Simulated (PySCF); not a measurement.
CaSi (charge −1, quartet)

```xyz
2

Ca    0.0000    0.0000   -1.2127
Si    0.0000    0.0000    1.7323
```

Method: PySCF, PBE0/aug-pcseg-1, non-relativistic, at a bond length of 2.945 Å.

Question: Predict the electron density, electron localisation function and spin density between the atoms.

Answer: Ca–Si (2.94 Å): the density is about 0.18 e/Å³ at the midpoint; the ELF peaks at about 0.85 in the valence shell of Si, 1.1 Å from its nucleus, and is about 0.50 at the midpoint.
The unpaired spin (3 electrons) lies mostly on Si2 (about 2.4) and Ca1 (about 0.6), in electrons by Hirshfeld's partition.

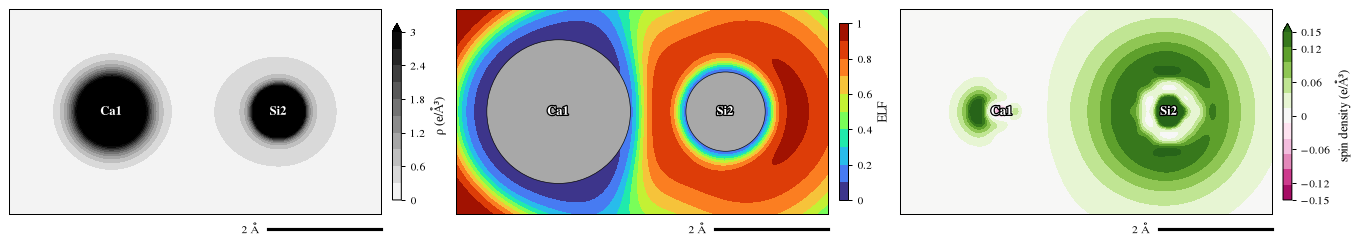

Computed electron density, electron localisation function and spin density on a plane that holds the molecular axis, in this order. Grey discs cover the atomic cores in the ELF map. 
